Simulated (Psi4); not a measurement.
# wB97X-V/def2-SVP run of C2H5BClF (SMILES BC(F)CCl)

Aim: the energy change on altering one bond length of C2H5BClF at wB97X-V/def2-SVP, from 2 runs. 

The calculation is run with Psi4 1.11.

1 further run of the same task is left out (set aside as unsound or not needed).

### Step 1. Starting point

C2H5BClF has 10 atoms, charge 0, and is taken as a singlet. As SMILES, `BC(F)CCl`. Geometry: relaxed at PBE0-D4/def2-TZVP. This is one conformer, not always the lowest.

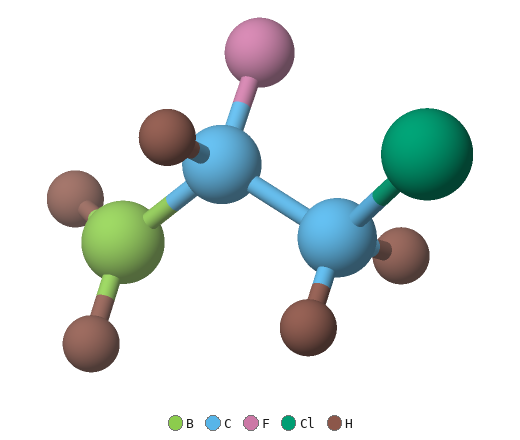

The structure, seen from a chosen angle (boron green, carbon blue, fluorine pink, chlorine teal, hydrogen brown).

### Step 2. A single-point energy at wB97X-V/def2-SVP

Contents of input.dat:

```
memory 1600 mb

molecule {
  0 1
  B     -1.309200    -0.711700    -0.281200
  C      0.178900    -0.496800     0.126500
  F      0.520300    -1.080300     1.336000
  C      0.655300     0.934900     0.100000
  Cl     2.428700     1.067800     0.206300
  H     -2.010300    -1.450800     0.336900
  H     -1.707400    -0.172300    -1.270600
  H      0.728500    -1.046200    -0.665100
  H      0.248500     1.491800     0.943700
  H      0.349800     1.412800    -0.829700
  symmetry c1
  no_reorient
  no_com
}

set basis def2-SVP
set puream true
set e_convergence 1e-09
set d_convergence 1e-08
set scf_type pk
set dft_radial_points 99
set dft_spherical_points 590

e, wfn = energy('wb97x-v', return_wfn=True)
print_variables()
```

The run is started by

```sh
$ psi4 input.dat output.dat -n 1
```

output.dat:

```text
[...]
  Running in c1 symmetry.
[...]
  Nuclear repulsion =  208.814684990175408
[...]
  Multiplicity = 1
[...]
  Nalpha       = 24
  Nbeta        = 24
[...]
    Number of basis functions: 99
[...]
   @RKS iter   1:  -663.58782072634256   -5.63091e-01   3.32204e-03 DIIS/ADIIS
[...]
   @RKS iter  12:  -663.64756703045168   -1.90994e-11   8.88264e-09 DIIS
[...]
    Orbital Energies [Eh]
    ---------------------
    Doubly Occupied:
       1A   -101.479612     2A    -24.743376     3A    -10.358185
       4A    -10.351849     5A     -9.544901     6A     -7.307455
       7A     -7.296539     8A     -7.296279     9A     -6.887094
      10A     -1.298271    11A     -0.993710    12A     -0.873256
      13A     -0.754039    14A     -0.654203    15A     -0.631559
      16A     -0.590411    17A     -0.557536    18A     -0.541737
      19A     -0.518056    20A     -0.470937    21A     -0.462967
      22A     -0.424654    23A     -0.398623    24A     -0.396942
[...]
  @RKS Final Energy:  -663.64756703045168
   => Energetics <=
    Nuclear Repulsion Energy =            208.8146849901754081
    One-Electron Energy =               -1328.1473371616968961
    Two-Electron Energy =                 495.7404640985256492
    DFT Exchange-Correlation Energy =     -40.2483088249802279
    Empirical Dispersion Energy =           0.0000000000000000
    VV10 Nonlocal Energy =                  0.1929298675242681
    Total Energy =                       -663.6475670304516825
[...]
 Multipole Moments:
 ------------------------------------------------------------------------------------
     Multipole            Electronic (a.u.)      Nuclear  (a.u.)        Total (a.u.)
 ------------------------------------------------------------------------------------
 L = 1.  Multiply by 2.5417464519 to convert [e a0] to [Debye]
 Dipole X            :        -80.2085894           79.4420076           -0.7665818
 Dipole Y            :        -14.3940672           14.6175985            0.2235313
 Dipole Z            :        -27.0588198           26.4548429           -0.6039769
 Magnitude           :                                                    1.0012003
[...]
```

It took 1.9 min on 1 thread of AMD EPYC 9R45 (Zen 5), shared host; peak memory 0.85 GiB.

### Step 3. The distorted shape

Contents of job.in:

```
memory 1.6 GB

molecule molecule1 {
  0 1
  B
  C 1 r2
  F 2 r3 1 a3
  C 2 r4 3 a4 1 d4
  Cl 4 r5 2 a5 3 d5
  H 1 r6 2 a6 3 d6
  H 1 r7 6 a7 2 d7
  H 2 r8 3 a8 4 d8
  H 4 r9 2 a9 8 d9
  H 4 r10 9 a10 2 d10

  r2 = 1.557833
  r3 = 1.385611
  a3 = 113.93595
  r4 = 1.509114
  a4 = 109.69781
  d4 = 131.00251
  r5 = 1.781547
  a5 = 112.57932
  d5 = 62.94909
  r6 = 1.191578
  a6 = 120.78727
  d6 = -8.4375
  r7 = 1.195169
  a7 = 120.88537
  d7 = 175.93578
  r8 = 1.275699
  a8 = 106.99387
  d8 = 116.33625
  r9 = 1.089703
  a9 = 110.69522
  d9 = -172.3788
  r10 = 1.089064
  a10 = 109.3884
  d10 = 121.42358
  symmetry c1
  no_reorient
  no_com
}

set {
  reference            rks
  puream               true
  e_convergence        1e-09
  d_convergence        1e-08
  scf_type             pk
  dft_radial_points    99
  dft_spherical_points 590
}

result = energy("wb97x-v/def2-SVP")
```

The run is started by

```sh
$ psi4 job.in job.out -n 1
```

job.out:

```text
[...]
  Running in c1 symmetry.
[...]
  Nuclear repulsion =  208.064703032160565
[...]
  Multiplicity = 1
[...]
  Nalpha       = 24
  Nbeta        = 24
[...]
    Number of basis functions: 99
[...]
   @RKS iter   1:  -663.57198061756083   -6.26738e-01   3.37787e-03 DIIS/ADIIS
[...]
   @RKS iter  13:  -663.63712866455069   -6.36646e-12   2.60300e-09 DIIS
[...]
    Orbital Energies [Eh]
    ---------------------
    Doubly Occupied:
       1A   -101.480076     2A    -24.748076     3A    -10.373621
       4A    -10.353427     5A     -9.545360     6A     -7.307942
       7A     -7.296972     8A     -7.296732     9A     -6.886882
      10A     -1.301862    11A     -0.993861    12A     -0.869175
      13A     -0.747220    14A     -0.654839    15A     -0.624095
      16A     -0.591949    17A     -0.557597    18A     -0.539121
      19A     -0.519270    20A     -0.470257    21A     -0.460710
      22A     -0.421898    23A     -0.399141    24A     -0.397130
[...]
  @RKS Final Energy:  -663.63712866455069
   => Energetics <=
    Nuclear Repulsion Energy =            208.0647030321605655
    One-Electron Energy =               -1326.6427827010295459
    Two-Electron Energy =                 494.9551226825653316
    DFT Exchange-Correlation Energy =     -40.2069373202329103
    Empirical Dispersion Energy =           0.0000000000000000
    VV10 Nonlocal Energy =                  0.1927656419858516
    Total Energy =                       -663.6371286645505734
[...]
 Multipole Moments:
 ------------------------------------------------------------------------------------
     Multipole            Electronic (a.u.)      Nuclear  (a.u.)        Total (a.u.)
 ------------------------------------------------------------------------------------
 L = 1.  Multiply by 2.5417464519 to convert [e a0] to [Debye]
 Dipole X            :          0.1441109           -0.2719836           -0.1278727
 Dipole Y            :         -1.7442011            2.2327761            0.4885750
 Dipole Z            :          5.0947290           -5.9279030           -0.8331740
 Magnitude           :                                                    0.9742873
[...]
```

Run time: 2.1 min. Hardware: 1 thread of AMD EPYC 9R45 (Zen 5), shared host; peak memory 0.85 GiB.

### Step 4. What came out

Level: wB97X-V/def2-SVP.

| quantity | value |
| --- | --- |
| first shape: total energy | -663.64757 Eh |
| first shape: dipole moment | 2.54 D |
| first shape: HOMO energy | -10.80 eV |
| first shape: LUMO energy | 0.26 eV |
| first shape: HOMO–LUMO gap | 11.06 eV |
| distorted shape: total energy | -663.63713 Eh |
| distorted shape: dipole moment | 2.48 D |
| distorted shape: HOMO energy | -10.81 eV |
| distorted shape: LUMO energy | 0.23 eV |
| distorted shape: HOMO–LUMO gap | 11.04 eV |
| energy change with the C2–H8 bond stretched from 1.109 to 1.276 Å | 0.284 eV |

With the C2–H8 bond stretched from 1.109 to 1.276 Å the energy rises by 0.28 eV (27.4 kJ/mol). The first shape isn't relaxed at this level, so the change isn't measured from a minimum.
